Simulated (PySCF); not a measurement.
**C2H4ClPSi (SMILES C#C[SiH](P)Cl) at 3 levels**

Aim: a comparison of 3 runs (MP2/STO-3G, MP2/def2-SVP, MP2/def2-TZVP) of C2H4ClPSi. Input form: a Python script.

The results are computed with PySCF 2.14.0.

## 1. The system as given

The species is C2H4ClPSi (9 atoms), meant as a singlet with charge 0. SMILES: `C#C[SiH](P)Cl`. The coordinates come from a GFN2-xTB relaxation. This is one conformer, not always the lowest.

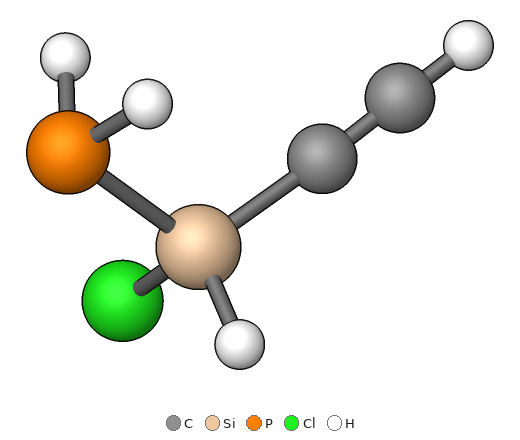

The structure, seen from a chosen angle (carbon grey, silicon light orange, phosphorus orange, chlorine green, hydrogen white).

## 2. The energy at MP2/STO-3G (run 1)

Contents of job.py:

```python
from pyscf import gto, scf, mp

molecule = gto.M(
    atom='''
C       -0.944570       1.120830       1.849730
C       -0.330990       0.862880       0.848070
Si       0.570720       0.401110      -0.704340
P        0.527350      -1.808290      -1.137270
Cl      -0.322930       1.356340      -2.251160
H       -1.475900       1.353580       2.727920
H        1.958100       0.848270      -0.578100
H        0.849820      -2.172220       0.159010
H       -0.831580      -1.962510      -0.913860
''',
    max_memory=1860,
    verbose=3,
    basis='sto-3g',
)

mf = scf.RHF(molecule)
mf.conv_tol = 1e-10
mf.kernel()
if not mf.converged:
    mf = mf.newton().run(mf.mo_coeff, mf.mo_occ)

pt = mp.MP2(mf, frozen=17).run()
energy = pt.e_tot
print('Final energy', energy)
```

The run is started by

```
$ OMP_NUM_THREADS=1 python job.py
```

What it wrote:

```text
converged SCF energy = -1154.22843985003
E(RMP2) = -1154.44998788091  E_corr = -0.22154803087889
E(SCS-RMP2) = -1154.45981590008  E_corr = -0.231376050051247
Final energy -1154.449987880908
```

Run time: 1 s. Hardware: 1 thread of Arm Neoverse V1, shared host; peak memory 0.12 GiB.

## 3. A single-point energy at MP2/def2-SVP (run 2)

Contents of input.py:

```python
from pyscf import gto, mp

mol = gto.Mole()
mol.atom = '''
C     -1.784979     2.118062     3.495483
C     -0.625480     1.630607     1.602620
Si     1.078504     0.757988    -1.331010
P      0.996547    -3.417173    -2.149129
Cl    -0.610249     2.563111    -4.254076
H     -2.789047     2.557895     5.155022
H      3.700273     1.602998    -1.092451
H      1.605927    -4.104901     0.300485
H     -1.571458    -3.708606    -1.726945
'''
mol.verbose = 3
mol.basis = 'def2-svp'
mol.spin = 0
mol.unit = 'bohr'
mol.max_memory = 1860
mol.build()

hf = mol.RHF()
hf.conv_tol = 1e-10
hf.kernel()
if not hf.converged:
    hf = hf.newton().run(hf.mo_coeff, hf.mo_occ)

pt = mp.MP2(hf, frozen=17).run()
e_final = pt.e_tot
print(f'total energy: {e_final:.8f} hartree')
```

The run is started by

```
$ OMP_NUM_THREADS=1 python input.py
```

What it wrote:

```text
converged SCF energy = -1166.83310290141
E(RMP2) = -1167.42459647357  E_corr = -0.591493572165445
E(SCS-RMP2) = -1167.41960469265  E_corr = -0.586501791237964
total energy: -1167.42459647 hartree
```

Wall time 3.3 s (1 thread of Arm Neoverse V1, shared host); peak memory 0.27 GiB.

## 4. The energy at MP2/def2-TZVP (run 3)

Contents of job.py:

```python
from pyscf import gto, scf, mp

system = gto.Mole()
system.atom = '''
C     -1.784979     2.118062     3.495483
C     -0.625480     1.630607     1.602620
Si     1.078504     0.757988    -1.331010
P      0.996547    -3.417173    -2.149129
Cl    -0.610249     2.563111    -4.254076
H     -2.789047     2.557895     5.155022
H      3.700273     1.602998    -1.092451
H      1.605927    -4.104901     0.300485
H     -1.571458    -3.708606    -1.726945
'''
system.basis = 'def2-tzvp'
system.unit = 'bohr'
system.verbose = 4
system.max_memory = 1860
system.charge = 0
system.build()

mf = scf.RHF(system)
mf.conv_tol = 1e-10
mf.kernel()
if not mf.converged:
    mf = mf.newton().run(mf.mo_coeff, mf.mo_occ)

pt = mp.MP2(mf, frozen=17).run()
etot = pt.e_tot
print('E(%s) = %.9f' % ('MP2', etot))
```

The run is started by

```
$ OMP_NUM_THREADS=1 python job.py
```

What it wrote:

```text
PySCF version 2.14.0

[... 69 lines left out ...]
converged SCF energy = -1167.30432245196
[... 1 line left out ...]
******** <class 'pyscf.mp.mp2.RMP2'> ********
nocc = 14, nmo = 180
frozen orbitals 17
E(RMP2) = -1168.04404356829  E_corr = -0.739721116330203
E(SCS-RMP2) = -1168.04126087996  E_corr = -0.736938428003433
E_corr(same-spin) = -0.173915667222474
E_corr(oppo-spin) = -0.565805449107729
E(MP2) = -1168.044043568
```

Run time: 70 s. Hardware: 1 thread of Arm Neoverse V1, shared host; peak memory 2.9 GiB.

## 5. All runs side by side

```tsv
run	level	energy (Eh)	dipole moment (D) of the reference	HOMO energy (eV)	LUMO energy (eV)	wall time
1	MP2/STO-3G	-1154.449988	2.95	-7.95	8.48	1 s
2	MP2/def2-SVP	-1167.424596	2.13	-10.16	3.17	3.3 s
3	MP2/def2-TZVP	-1168.044044	1.92	-10.16	2.79	70 s
```

## 6. Results

```
                                           quantity           value
                                run 3: total energy  -1168.04404 Eh
        run 3: dipole moment (Hartree–Fock density)          1.92 D
         run 3: HOMO energy (Hartree–Fock orbitals)       -10.16 eV
         run 3: LUMO energy (Hartree–Fock orbitals)         2.79 eV
       run 3: HOMO–LUMO gap (Hartree–Fock orbitals)        12.94 eV
run 3: correlation energy (17 core orbitals frozen)      -739.7 mEh
```

What this shows: In run 1 the basis is minimal, so the values are rough. All runs together took 75 s, the longest 70 s.
